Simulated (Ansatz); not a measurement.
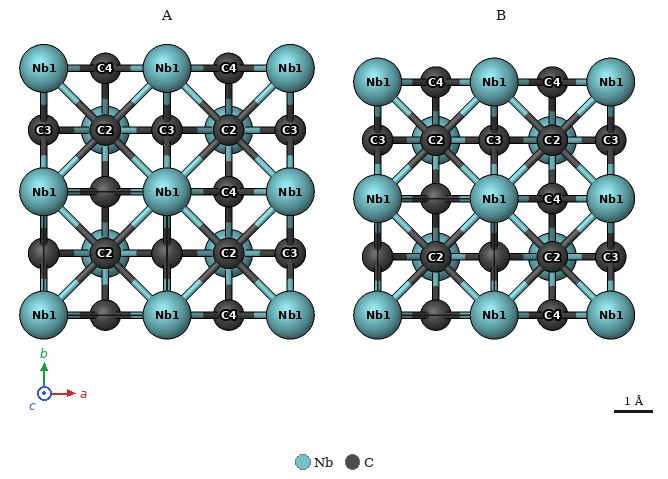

Two geometries of solid NbC3 (built on the TiAl3 (D0_22)_139 type) (coarse preliminary run), drawn at one scale. One is the start of a relaxation, the other its converged end. A ball-and-stick model of the conventional cell (2 times the calculation's cell), repeated 2 × 2 × 1 with one cell outlined, seen along the c axis. Lengths and directions refer to the drawn axes.

These are results of DFT PBE, scalar-relativistic, plane waves, PAW in Ansatz, not measurements. (plane-wave cutoff 420 eV; k-point mesh 8 × 8 × 8; occupations gaussian; smearing width 0.1 eV; no spin polarisation; cell and atoms relaxed; force threshold 0.04 eV/Å; at most 70 steps)

Which of the two is the end point?

Answer. Structure B is the relaxed one. Case: TiAl3 (D0_22) type (I4/mmm, No. 139). After 3 accepted moves (5 points after the start) the energy has fallen by 100 meV per atom. All forces vanish by symmetry, so only the cell relaxes. Pressure: −16.65 GPa at the start and 0.11 GPa at the end. The SCF was repeated twice at an unchanged geometry on a basis and grid sized afresh for the cell, which shifted the energy by 0.6 meV per atom at most. No atom moves by more than 0.005 Å relative to the cell. The volume changes by −6.6 %, with a = b 3.261 → 3.081 Å (−5.5 %), c 7.285 → 7.622 Å (+4.6 %). Some distances before and after: Nb1–Nb1 3.261 → 3.081 Å, Nb1–C2 2.306 → 2.178 Å, Nb1–C3 2.444 → 2.450 Å. Among the angles between lasting bonds that change: Nb1–C4–Nb1 83.7° → 77.9°, Nb1–C4–Nb1 123.7° → 127.2°. The space group stays I4/mmm (No. 139).
